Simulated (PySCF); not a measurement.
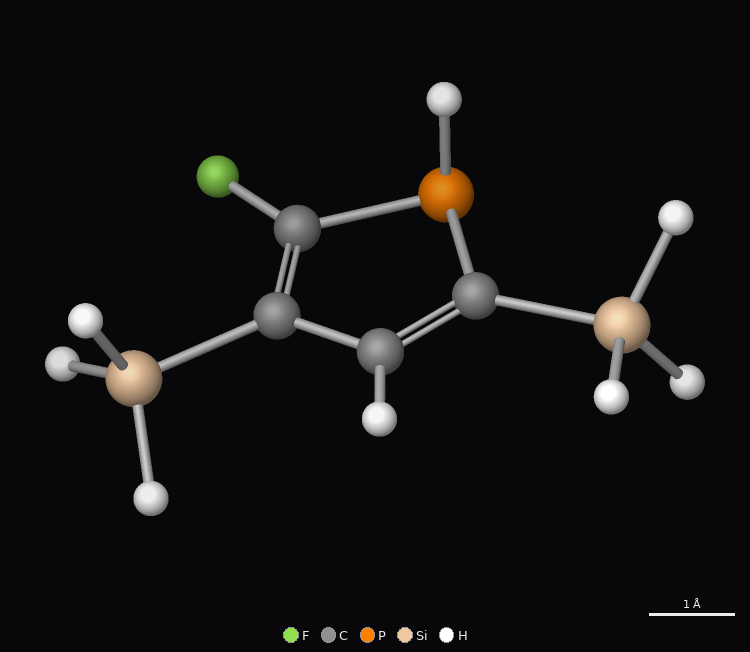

A ball-and-stick model of a molecule. Multiple sticks mark multiple bonds (one Kekulé form).

The geometry was computed by an optimisation with GFN2-xTB. No frequency run is at hand to confirm it as a minimum.

Question: Which formula does it have?

Answer: C4H8FPSi2, 16 atoms: 4 carbon, 8 hydrogen, 1 fluorine, 1 phosphorus and 2 silicon.

Question: Describe its rings.

Answer: Independent rings (smallest set): 1 of 5 members, 1 of them aromatic.

The parts below concern this one geometry. Atoms keep their numbers from picture to picture.

### Shape

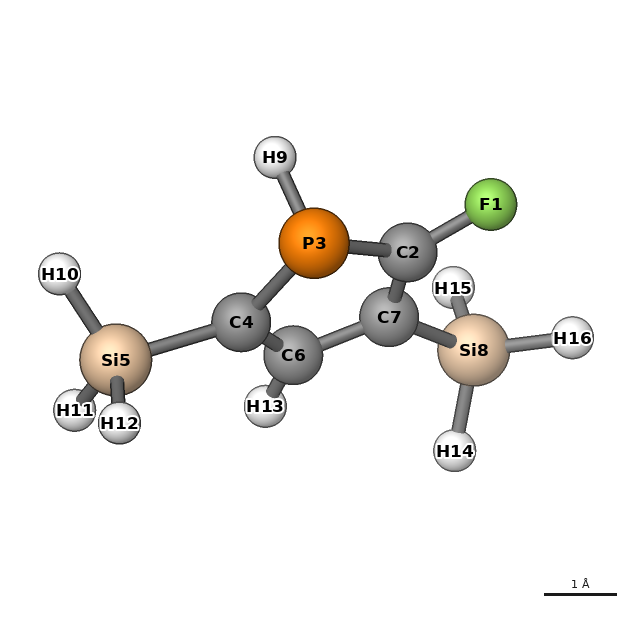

The atoms are numbered. No frequency run is at hand to confirm it as a minimum.

Give the bond lengths.

```csv
bond,length (Å),order
F1–C2,1.344,single
C2–P3,1.818,aromatic
C2–C7,1.350,aromatic
P3–C4,1.819,aromatic
P3–H9,1.399,single
C4–Si5,1.880,single
C4–C6,1.351,aromatic
Si5–H10,1.465,single
Si5–H11,1.463,single
Si5–H12,1.464,single
C6–C7,1.443,aromatic
C6–H13,1.079,single
C7–Si8,1.884,single
Si8–H14,1.465,single
Si8–H15,1.466,single
Si8–H16,1.460,single
```

### Dipole moment

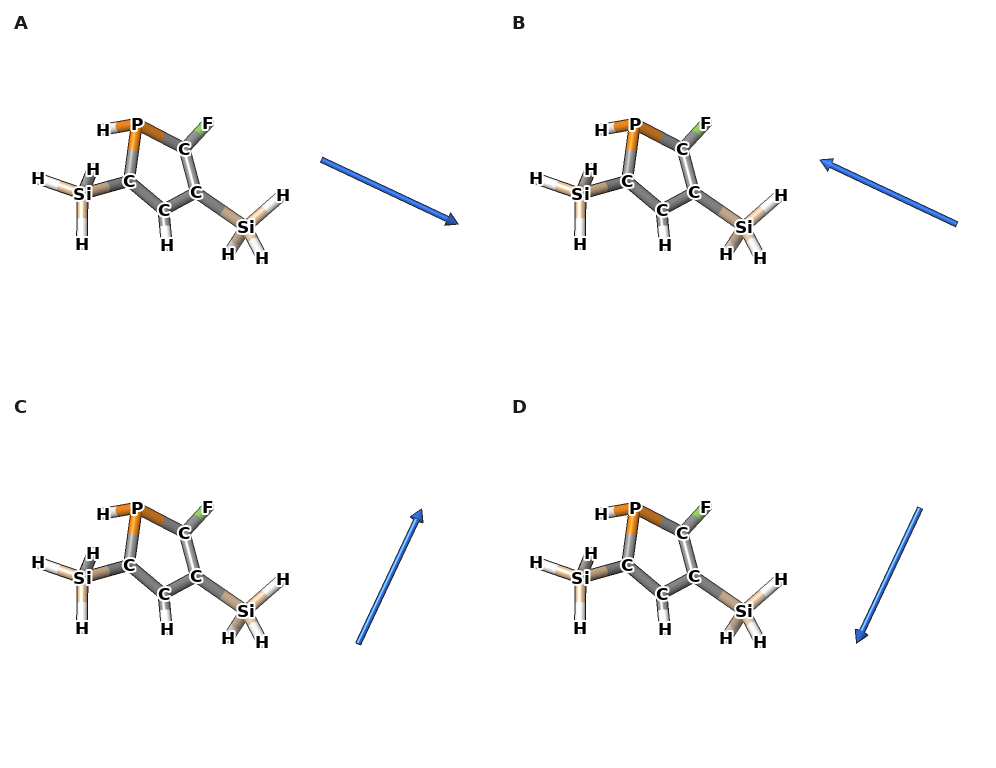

The same molecule four times, each with an arrow. No frequency run is at hand to confirm it as a minimum. Level of theory: PBE0/def2-SVPD, gas phase (PySCF 2.14.0).

Question: Which arrow points along the dipole moment, from the negative to the positive end?

Answer: D. The dipole moment is 1.23 D.

### Polarisability

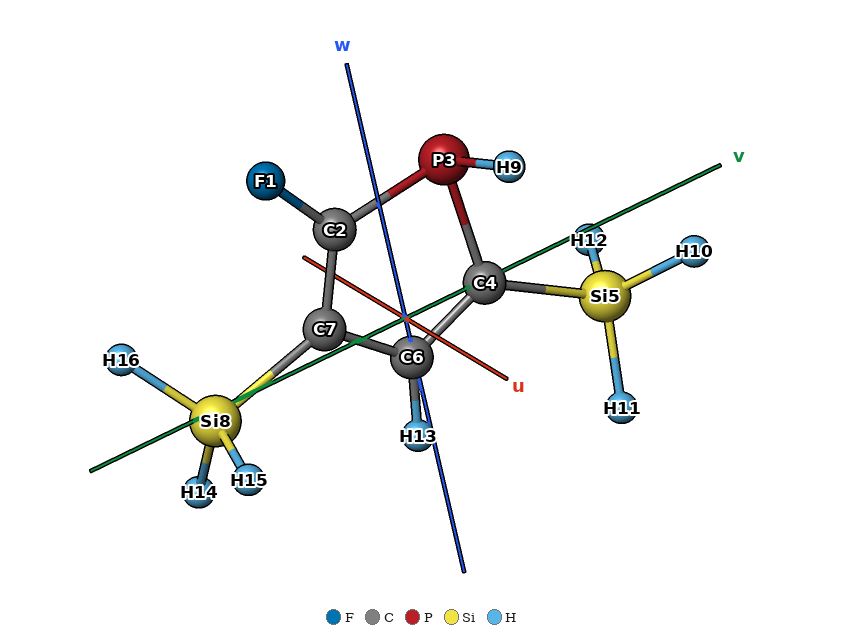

The lines u, v and w are the principal axes of the static dipole polarisability. No frequency run is at hand to confirm it as a minimum. Computed with PBE0/def2-SVPD (PySCF 2.14.0).

Question: Along which axis is the molecule most polarisable, and along which least?

Answer: Most along v (nearly parallel to the C2–P3 bond), least along u.

Question: Give the three principal values.

Answer: u 89.5, v 161.3, w 127.6 bohr³; mean 126.2, anisotropy 62.2 bohr³.

### Excitation

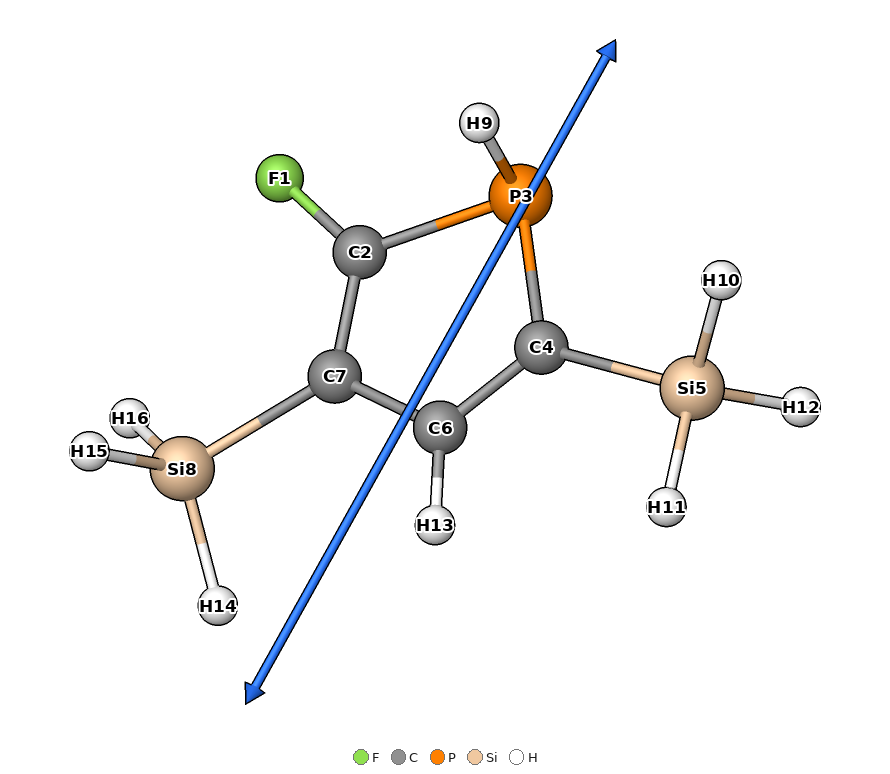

The double arrow shows the direction of the transition dipole to excited singlet state 2 (its length means nothing). No frequency run is at hand to confirm it as a minimum. Method: TDDFT PBE0/def2-SVPD, vertical, gas phase, core orbitals frozen in the response (PySCF 2.14.0).

Question: Give its energy, strength and character.

Answer: 5.05 eV (246 nm), oscillator strength 0.067, mainly HOMO−1 → LUMO (weight 0.92); transition dipole 1.87 D.

The geometry is semi-empirical. Around P, Si such bond lengths and angles can be off by a tenth of an ångström or more and by several degrees, and values that hang on the shape move with them.
